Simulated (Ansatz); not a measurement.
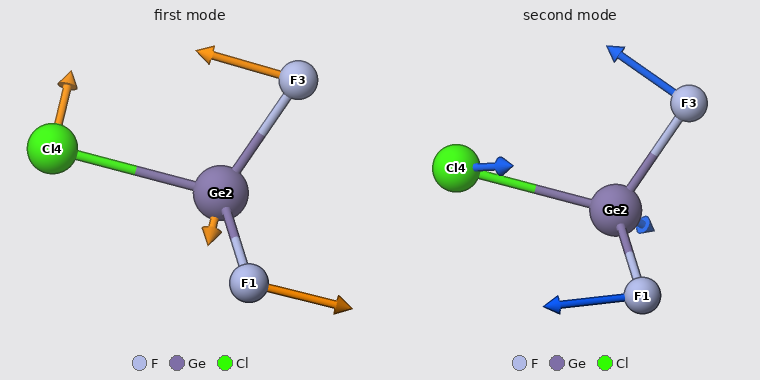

The system is ClF₂Ge, SMILES [F][Ge]([F])[Cl], spin multiplicity 2; the picture shows the reference structure; its two panels give the patterns of the first and the second mode as arrows. First axis: normal mode 1 (149 cm⁻¹). Second axis: normal mode 2 (185 cm⁻¹). Nothing is relaxed (straight displacements along the two mass-weighted modes). The scan uses an 11 × 11 grid; 66 points were computed and 55 follow by symmetry. Points are written as (first, second). Energies are in kJ/mol, from the lowest grid point. All numbers below come from UKS PBE-D4/def2-SVP in Ansatz 0.2.0.

Its coordinates:

```yaml
atoms:
  - { symbol: F, position_ang: [0.9517, 0.7928, 1.1305] }
  - { symbol: Ge, position_ang: [-0.2911, -0.2024, 0.3884] }
  - { symbol: F, position_ang: [0.5828, -1.5713, -0.2810] }
  - { symbol: Cl, position_ang: [-1.1880, 0.9206, -1.2581] }
```

Range: normal mode 1 (149 cm⁻¹) from −3.58 to 3.58 amu½·Å; normal mode 2 (185 cm⁻¹) from −3.45 to 3.45 amu½·Å.

> What will the energy surface look like?

The lowest grid point is at (0.00 amu½·Å, 0.00 amu½·Å). No other kind of well shows on this grid. The highest grid point, (−3.58 amu½·Å, 3.45 amu½·Å), lies 182 kJ/mol above the lowest.

| normal mode 2 (185 cm⁻¹) ↓, normal mode 1 (149 cm⁻¹) → | −3.58 | −2.87 | −2.15 | −1.43 | −0.72 | 0.00 | 0.72 | 1.43 | 2.15 | 2.87 | 3.58 |
| --- | --- | --- | --- | --- | --- | --- | --- | --- | --- | --- | --- |
| 3.45 | 182 | 159 | 135 | 111 | 96 | 90 | 96 | 111 | 135 | 159 | 182 |
| 2.76 | 160 | 128 | 97 | 74 | 59 | 55 | 59 | 74 | 97 | 128 | 160 |
| 2.07 | 130 | 94 | 65 | 45 | 33 | 29 | 33 | 45 | 65 | 94 | 130 |
| 1.38 | 98 | 66 | 42 | 25 | 15 | 12 | 15 | 25 | 42 | 66 | 98 |
| 0.69 | 74 | 47 | 27 | 13 | 5 | 3 | 5 | 13 | 27 | 47 | 74 |
| 0.00 | 59 | 36 | 19 | 8 | 2 | 0 | 2 | 8 | 19 | 36 | 59 |
| −0.69 | 54 | 34 | 20 | 10 | 5 | 3 | 5 | 10 | 20 | 34 | 54 |
| −1.38 | 58 | 40 | 27 | 18 | 13 | 11 | 13 | 18 | 27 | 40 | 58 |
| −2.07 | 69 | 53 | 41 | 33 | 28 | 26 | 28 | 33 | 41 | 53 | 69 |
| −2.76 | 88 | 73 | 62 | 54 | 50 | 48 | 50 | 54 | 62 | 73 | 88 |
| −3.45 | 113 | 100 | 90 | 83 | 79 | 78 | 79 | 83 | 90 | 100 | 113 |

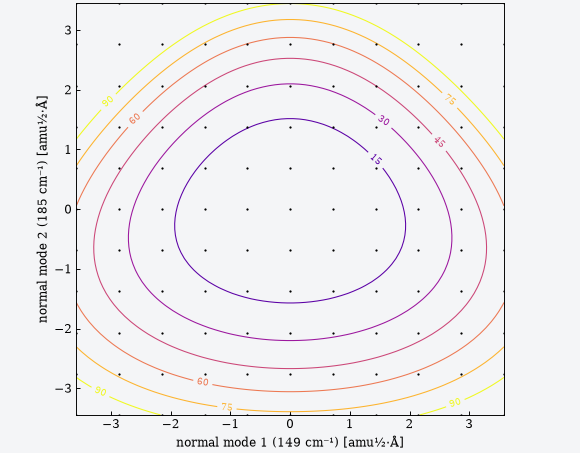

Drawn: contour lines labelled in kJ/mol (none above 90), dots at the grid points. Between grid points the surface is interpolated.

The whole map (66 points run) took 15 min on 1 thread of Intel(R) Xeon(R) Processor @ 2.50GHz (Skylake/Cascade Lake), on a shared host.
